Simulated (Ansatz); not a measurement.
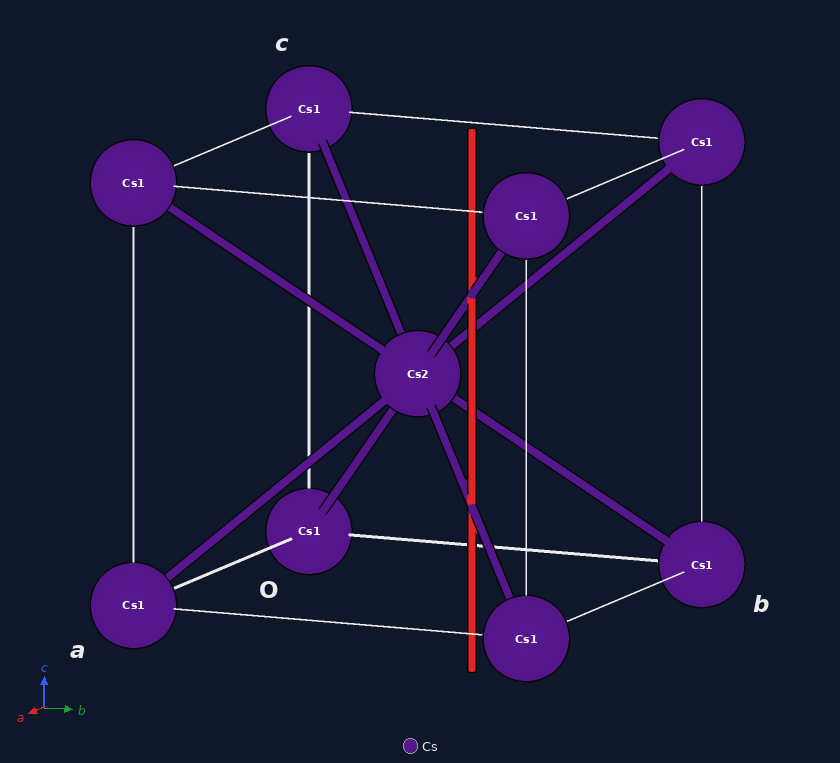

For Cs, coordinates from a relaxation with DFT r2SCAN, scalar-relativistic, plane waves, PAW in Ansatz: the coloured rod is the axis of a symmetry operation of the crystal. All values are computed from the atomic coordinates in the standard setting (tolerance 0.002 Å).

a = 6.274 Å, b = 6.274 Å, c = 6.274 Å, α = 90.00°, β = 90.00°, γ = 90.00°.

```csv
atom,x,y,z
Cs1,0.0000,0.0000,0.0000
Cs2,0.5000,0.5000,0.5000
```

Take the operation x, y, z → −x+3/2, −y+3/2, z+1/2.

**What kind of operation is it, and where does it lie?**

It is a 2₁ screw rotation with translation (0, 0, 1/2), about the line along [0 0 1] through (3/4, 3/4, 1/2).

**Onto which atom does it carry each atom (up to whole multiples of a, b and c)?**

Cs1 → Cs2, Cs2 → Cs1.

**What is the crystal's space group?**

Im-3m, No. 229.
